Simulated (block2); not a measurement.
# DMRG/ANO-RCC-MB run of HBS (hydrogen boron sulfide)

Aim: the vertical singlet–triplet gap of HBS (hydrogen boron sulfide) at DMRG/ANO-RCC-MB, from 2 runs. 

The results are computed with block2 0.5.4.

3 further runs of the same task are left out: 1 that didn't finish, 2 set aside as unsound or not needed.

## (1) The structure to begin with

HBS: 3 atoms, total charge 0, spin state singlet. As SMILES, `B=S`. Geometry: relaxed at PBE0-D4/def2-TZVP.

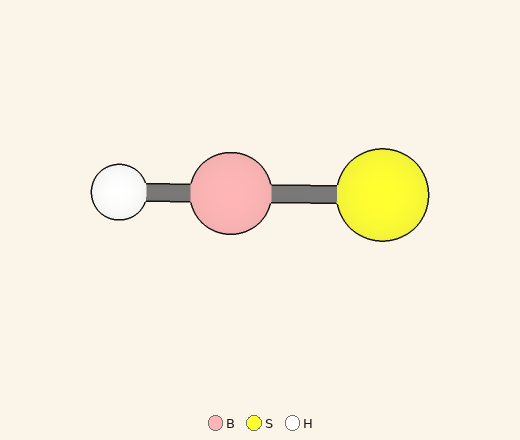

The structure, seen from a chosen angle (boron pink, sulfur yellow, hydrogen white).

## (2) A single-point energy at DMRG/ANO-RCC-MB

The input, run_dmrg.py:

```python
import numpy as np
from pyscf import cc, dft, gto, lo, mcscf, mp, scf
from pyblock2._pyscf.ao2mo import integrals as itg
from pyblock2.driver.core import DMRGDriver, SymmetryTypes

mol = gto.M(atom="""
B     -0.038660    -0.014560     0.134750
S      0.399170     0.147640    -1.393290
H     -0.360510    -0.133080     1.258530
""", basis="ano-rcc-mb", verbose=3, max_memory=2000)
print("basis functions = %d" % (mol.nao))
mf = scf.RHF(mol)
mf.conv_tol = 1e-10
mf.max_cycle = 200
mf.kernel()
if not mf.converged:
    mf = mf.newton().run(mf.mo_coeff, mf.mo_occ)
print("E(SCF) = %.10f" % (mf.e_tot))
# MP2, CCSD and CCSD(T) with the same frozen core
ref = mf
pt = mp.MP2(ref, frozen=6).run()
mycc = cc.CCSD(ref, frozen=6)
mycc.max_cycle = 150
mycc.kernel()
print(f"MP2 total energy = {pt.e_tot:.10f}")
if mycc.converged:
    print("E(CCSD) = %.10f" % (mycc.e_tot))
    print(f"E(CCSD(T)) = {mycc.e_tot + mycc.ccsd_t():.10f}")
    print(f"T1 = {mycc.get_t1_diagnostic():.4f}")
# a few density functionals on the same geometry and basis
ks = dft.RKS(mol, xc="lda,vwn5").set(conv_tol=1e-9, verbose=3).run()
if ks.converged:
    print(f"E(SVWN5) = {ks.e_tot:.8f}")
ks = dft.RKS(mol, xc="b3lyp").set(conv_tol=1e-9, verbose=3).run()
if ks.converged:
    print("E(B3LYP) = %.8f" % (ks.e_tot))
ks = dft.RKS(mol, xc="pbe0").set(conv_tol=1e-9, verbose=3).run()
if ks.converged:
    print(f"E(PBE0) = {ks.e_tot:.8f}")
ks = dft.RKS(mol, xc="r2scan").set(conv_tol=1e-9, verbose=3).run()
if ks.converged:
    print("E(r2SCAN) = %.8f" % (ks.e_tot))
# localise doubly occupied and virtual orbitals apart
mo = mf.mo_coeff.copy()
for a, b in ((6, 11), (11, 15)):
    if b - a > 1:
        mo[:, a:b] = lo.Boys(mol, mo[:, a:b]).kernel()
mf.mo_coeff = mo
ncas, n_elec, spin, ecore, h1e, g2e, orb_sym = itg.get_rhf_integrals(mf, ncore=6, ncas=9, pg_symm=False, g2e_symm=1)
driver = DMRGDriver(scratch="./tmp", symm_type=SymmetryTypes.SU2, stack_mem=1500 << 20, n_threads=1)
# orbital ordering
idx = driver.orbital_reordering(h1e, g2e, method="fiedler")
print("orbital order:", idx.tolist())
h1e = h1e[np.ix_(idx, idx)]
g2e = g2e[np.ix_(idx, idx, idx, idx)]
orb_sym = np.array(orb_sym)[idx]
driver.initialize_system(n_sites=ncas, n_elec=n_elec, spin=spin, orb_sym=orb_sym)
mpo = driver.get_qc_mpo(h1e=h1e, g2e=g2e, ecore=ecore, iprint=0)
ket = driver.get_random_mps(tag="GS", bond_dim=50, nroots=1)
bond_dims = [50] * 2 + [75] * 4 + [100] * 3
noises = [0.0001] * 2 + [0.0001] * 4 + [1e-05] * 3 + [0]
thrds = [1e-08] * 9
e = driver.dmrg(mpo, ket, n_sweeps=15, tol=1e-06, bond_dims=bond_dims, noises=noises, thrds=thrds, iprint=2)
ms, dws, es = driver.get_dmrg_results()
print("max discarded weight = %.3e" % (dws[-1]))
print("E(final) = %.10f" % (e))
dm1 = driver.get_1pdm(ket)
print("occupation numbers =", np.round(np.linalg.eigvalsh(dm1)[::-1], 5).tolist())
c_act = mf.mo_coeff[:, 6:15][:, idx]
dm_ao = c_act @ dm1 @ c_act.T + 2 * mf.mo_coeff[:, :6] @ mf.mo_coeff[:, :6].T
print("dipole / D =", np.round(scf.hf.dip_moment(mol, dm_ao, verbose=0), 4).tolist())
print("largest bipartite entropy = %.4f" % (max(driver.get_bipartite_entanglement(ket))))
csf, coef = driver.get_csf_coefficients(ket, cutoff=0.08, iprint=1)
print("leading coefficient squared = %.4f" % (np.max(np.abs(coef)) ** 2))
# FCI check
ci = mcscf.CASCI(mf, 9, (5, 5))
ci.fix_spin_(ss=0)
ci.fcisolver.conv_tol = 1e-10
ci.fcisolver.max_cycle = 200
ci.kernel()
print(f"E(FCI) = {ci.e_tot:.10f}")
```

Started as:

```
python run_dmrg.py
```

The program printed:

```text
basis functions = 15
converged SCF energy = -422.435015597085
[... 50 lines left out ...]
 <-- Site =    4-   5 .. Mmps =   50 Ndav =   6 E =   -422.5219113571 Error = 1.20e-05 FLOPS = 2.81e+09 Tdav = 0.01 T = 0.06
[... 34 lines left out ...]
 <-- Site =    3-   4 .. Mmps =   75 Ndav =   5 E =   -422.5235882390 Error = 6.76e-06 FLOPS = 3.25e+09 Tdav = 0.03 T = 0.09
[... 34 lines left out ...]
 <-- Site =    2-   3 .. Mmps =   75 Ndav =   3 E =   -422.5235732428 Error = 5.09e-08 FLOPS = 1.99e+09 Tdav = 0.00 T = 0.03
[... 34 lines left out ...]
 <-- Site =    1-   2 .. Mmps =  100 Ndav =   1 E =   -422.5235952603 Error = 1.34e-18 FLOPS = 1.36e+09 Tdav = 0.00 T = 0.02
[... 29 lines left out ...]
 <-- Site =    5-   6 .. Mmps =   35 Ndav =   1 E =   -422.5235948828 Error = 0.00e+00 FLOPS = 2.20e+09 Tdav = 0.00 T = 0.03
 <-- Site =    4-   5 .. Mmps =  100 Ndav =   3 E =   -422.5235953810 Error = 5.08e-08 FLOPS = 3.50e+09 Tdav = 0.02 T = 0.09
 <-- Site =    3-   4 .. Mmps =  100 Ndav =   3 E =   -422.5235970752 Error = 4.79e-07 FLOPS = 3.69e+09 Tdav = 0.02 T = 0.10
 <-- Site =    2-   3 .. Mmps =  100 Ndav =   1 E =   -422.5235954906 Error = 5.59e-19 FLOPS = 1.94e+09 Tdav = 0.00 T = 0.04
 <-- Site =    1-   2 .. Mmps =   82 Ndav =   1 E =   -422.5235954906 Error = 2.09e-20 FLOPS = 1.12e+09 Tdav = 0.00 T = 0.02
 <-- Site =    0-   1 .. Mmps =   38 Ndav =   1 E =   -422.5235954906 Error = 2.88e-20 FLOPS = 5.14e+08 Tdav = 0.00 T = 0.01
[... 8 lines left out ...]
max discarded weight = 4.791e-07
E(final) = -422.5235970752
occupation numbers = [1.99722, 1.9783, 1.97379, 1.94179, 1.94179, 0.06238, 0.06238, 0.03018, 0.01216]
dipole / D = [-0.1678, -0.0622, 0.5856]
largest bipartite entropy = 0.4612
DTRIE T =      0.001
Number of CSF =          2 (cutoff =      0.08)
Sum of weights of included CSF =    0.921235659473328

CSF          0 020002222  =   -0.956387351608903
CSF          1 200002222  =    0.080986993744896
leading coefficient squared = 0.9147
CASCI E = -422.523597365052  E(CI) = -21.7226961405258  S^2 = 0.0000000
E(FCI) = -422.5235973651
```

It took 8.4 s on 1 thread of Arm Neoverse V2, shared host; peak memory 0.26 GiB.

## (3) The triplet: the energy at DMRG/ANO-RCC-MB

The input, block2_dmrg.py:

```python
import numpy as np
from pyscf import cc, dft, gto, mcscf, mp, scf
from pyblock2._pyscf.ao2mo import integrals as itg
from pyblock2.driver.core import DMRGDriver, SymmetryTypes

mol = gto.M(atom="""
B     -0.038660    -0.014560     0.134750
S      0.399170     0.147640    -1.393290
H     -0.360510    -0.133080     1.258530
""", basis="ano-rcc-mb", charge=0, spin=2, verbose=3, max_memory=2000)
print("basis functions          = %d" % (mol.nao))
mf = scf.ROHF(mol)
mf.conv_tol = 1e-10
mf.max_cycle = 200
mf.kernel()
if not mf.converged:
    mf = mf.newton().run(mf.mo_coeff, mf.mo_occ)
print(f"reference energy         = {mf.e_tot:.10f}")
# MP2, CCSD and CCSD(T) with the same frozen core
ref = scf.UHF(mol).run(mf.make_rdm1(), conv_tol=1e-10)
pt = mp.MP2(ref, frozen=6).run()
mycc = cc.CCSD(ref, frozen=6)
mycc.max_cycle = 150
mycc.kernel()
print(f"E(MP2)                   = {pt.e_tot:.10f}")
if mycc.converged:
    print(f"CCSD total energy        = {mycc.e_tot:.10f}")
    print(f"CCSD(T) total energy     = {mycc.e_tot + mycc.ccsd_t():.10f}")
# a few density functionals on the same geometry and basis
ks = dft.UKS(mol, xc="lda,vwn5").set(conv_tol=1e-9, verbose=3).run(mf.make_rdm1())
if ks.converged:
    print(f"E(SVWN5)                 = {ks.e_tot:.8f}")
ks = dft.UKS(mol, xc="b3lyp").set(conv_tol=1e-9, verbose=3).run(mf.make_rdm1())
if ks.converged:
    print("E(B3LYP)                 = %.8f" % (ks.e_tot))
ks = dft.UKS(mol, xc="pbe0").set(conv_tol=1e-9, verbose=3).run(mf.make_rdm1())
if ks.converged:
    print(f"E(PBE0)                  = {ks.e_tot:.8f}")
ks = dft.UKS(mol, xc="r2scan").set(conv_tol=1e-9, verbose=3).run(mf.make_rdm1())
if ks.converged:
    print("E(r2SCAN)                = %.8f" % (ks.e_tot))
# rotate to MP2 natural orbitals
occ_no, mo = mcscf.addons.make_natural_orbitals(mp.MP2(mf.to_uhf(), frozen=6).run())
mf.mo_coeff = mo
ncas, n_elec, spin, ecore, h1e, g2e, orb_sym = itg.get_rhf_integrals(mf, ncore=6, ncas=9, pg_symm=False, g2e_symm=1)
drv = DMRGDriver(scratch="./tmp", symm_type=SymmetryTypes.SU2, stack_mem=1500 << 20, n_threads=1)
# order the orbitals along the chain
idx = drv.orbital_reordering(h1e, g2e, method="gaopt")
print("orbital order:", idx.tolist())
h1e = h1e[np.ix_(idx, idx)]
g2e = g2e[np.ix_(idx, idx, idx, idx)]
orb_sym = np.array(orb_sym)[idx]
drv.initialize_system(n_sites=ncas, n_elec=n_elec, spin=spin, orb_sym=orb_sym)
mpo = drv.get_qc_mpo(h1e=h1e, g2e=g2e, ecore=ecore, iprint=1)
mps = drv.get_random_mps(tag="GS", bond_dim=75, nroots=1)
bond_dims = [75] * 3 + [100] * 3
noises = [0.0001] * 3 + [1e-05] * 3 + [0]
thrds = [1e-09] * 6
e = drv.dmrg(mpo, mps, n_sweeps=12, tol=1e-06, bond_dims=bond_dims, noises=noises, thrds=thrds, iprint=2)
ms, dws, es = drv.get_dmrg_results()
print("DW                       = %.3e" % (dws[-1]))
print("final energy             = %.10f" % (e))
dm1 = drv.get_1pdm(mps)
print("NOONs                    =", np.round(np.linalg.eigvalsh(dm1)[::-1], 5).tolist())
c_act = mf.mo_coeff[:, 6:15][:, idx]
dm_ao = c_act @ dm1 @ c_act.T + 2 * mf.mo_coeff[:, :6] @ mf.mo_coeff[:, :6].T
print("dipole moment (debye)    =", np.round(scf.hf.dip_moment(mol, dm_ao, verbose=0), 4).tolist())
print("largest bipartite entropy = %.4f" % (max(drv.get_bipartite_entanglement(mps))))
# exact diagonalisation in the same space
ci = mcscf.CASCI(mf, 9, (6, 4))
ci.fix_spin_(ss=2)
ci.fcisolver.conv_tol = 1e-10
ci.fcisolver.max_cycle = 200
ci.kernel()
print("FCI energy               = %.10f" % (ci.e_tot))
```

Started as:

```
python block2_dmrg.py
```

The program printed:

```text
basis functions          = 15
converged SCF energy = -422.281258434266
reference energy         = -422.2812584343
converged SCF energy = -422.284190255961  <S^2> = 2.0125931  2S+1 = 3.0083837
E(UMP2) = -422.313831660081  E_corr = -0.0296414041203735
E(SCS-UMP2) = -422.316416493511  E_corr = -0.032226237550033
E(UCCSD) = -422.3361773085473  E_corr = -0.05198705258677187
E(MP2)                   = -422.3138316601
CCSD total energy        = -422.3361773085
UCCSD(T) correction = -0.00452506533150208
CCSD(T) total energy     = -422.3407023739

WARN: HOMO -0.150141440357081 >= LUMO -0.32442836549828

WARN: HOMO -0.124157777372702 >= LUMO -0.337190976041743

WARN: HOMO -0.139660675313096 >= LUMO -0.326676739690326

WARN: HOMO -0.140139218439174 >= LUMO -0.327344879233987

WARN: HOMO -0.140081965168273 >= LUMO -0.327206353558898

WARN: HOMO -0.14008720009908 >= LUMO -0.327220344991426

[... 17 lines left out ...]
WARN: HOMO -0.18189349561261 >= LUMO -0.280927835116565
[... 33 lines left out ...]
WARN: HOMO -0.158708303723066 >= LUMO -0.299163470143244
[... 53 lines left out ...]
 --> Site =    7-   8 .. Mmps =   54 Ndav =   1 E =   -422.3145870408 Error = 2.93e-21 FLOPS = 4.66e+08 Tdav = 0.00 T = 0.01
[... 33 lines left out ...]
 --> Site =    7-   8 .. Mmps =   44 Ndav =   1 E =   -422.3433106308 Error = 7.09e-21 FLOPS = 5.27e+08 Tdav = 0.00 T = 0.01
[... 33 lines left out ...]
 --> Site =    7-   8 .. Mmps =   61 Ndav =   1 E =   -422.3433125419 Error = 5.74e-21 FLOPS = 4.95e+08 Tdav = 0.00 T = 0.01
[... 28 lines left out ...]
 --> Site =    2-   3 .. Mmps =   61 Ndav =   1 E =   -422.3433125758 Error = 0.00e+00 FLOPS = 2.53e+09 Tdav = 0.00 T = 0.03
 --> Site =    3-   4 .. Mmps =  100 Ndav =   2 E =   -422.3433126328 Error = 1.67e-09 FLOPS = 3.89e+09 Tdav = 0.02 T = 0.11
 --> Site =    4-   5 .. Mmps =  100 Ndav =   1 E =   -422.3433126270 Error = 5.78e-17 FLOPS = 3.28e+09 Tdav = 0.01 T = 0.11
 --> Site =    5-   6 .. Mmps =   74 Ndav =   1 E =   -422.3433126270 Error = 4.92e-20 FLOPS = 2.12e+09 Tdav = 0.00 T = 0.04
 --> Site =    6-   7 .. Mmps =   65 Ndav =   1 E =   -422.3433126270 Error = 3.41e-20 FLOPS = 1.01e+09 Tdav = 0.00 T = 0.02
 --> Site =    7-   8 .. Mmps =   31 Ndav =   1 E =   -422.3433126270 Error = 1.06e-20 FLOPS = 5.10e+08 Tdav = 0.00 T = 0.01
[... 8 lines left out ...]
DW                       = 1.669e-09
final energy             = -422.3433126328
NOONs                    = [1.9975, 1.97943, 1.96615, 1.48874, 1.48823, 0.51426, 0.51375, 0.03944, 0.01251]
dipole moment (debye)    = [0.2381, 0.0882, -0.8311]
largest bipartite entropy = 0.8688
CASCI E = -422.343312635041  E(CI) = -21.5427165766235  S^2 = 2.0000000
FCI energy               = -422.3433126350
```

It took 11 s on 1 thread of Arm Neoverse V2, shared host; peak memory 0.26 GiB.

## (4) Results

Level: DMRG/ANO-RCC-MB, 6 core orbitals frozen.

| quantity | value |
| --- | --- |
| run 1, DMRG/ANO-RCC-MB: total energy | -422.52360 Eh |
| run 1, DMRG/ANO-RCC-MB: dipole moment (of the density that the program reports) | 0.61 D |
| run 1, DMRG/ANO-RCC-MB: T1 diagnostic of the CCSD step | 0.025 |
| triplet: total energy | -422.34331 Eh |
| triplet: dipole moment (of the density that the program reports) | 0.87 D |
| vertical energy of the triplet above the singlet | 4.906 eV |

In words: At this shape the triplet lies 4.91 eV (473 kJ/mol) above the singlet. In a minimal basis such a difference can be off by several eV, whatever the method. The T1 diagnostic (run 1, DMRG/ANO-RCC-MB) of 0.025 is above the customary mark for such species, so a single reference may not serve. The basis (run 1, DMRG/ANO-RCC-MB) was made for a relativistic Hamiltonian, but the run is non-relativistic. The basis (triplet) was made for a relativistic Hamiltonian, but the run is non-relativistic.
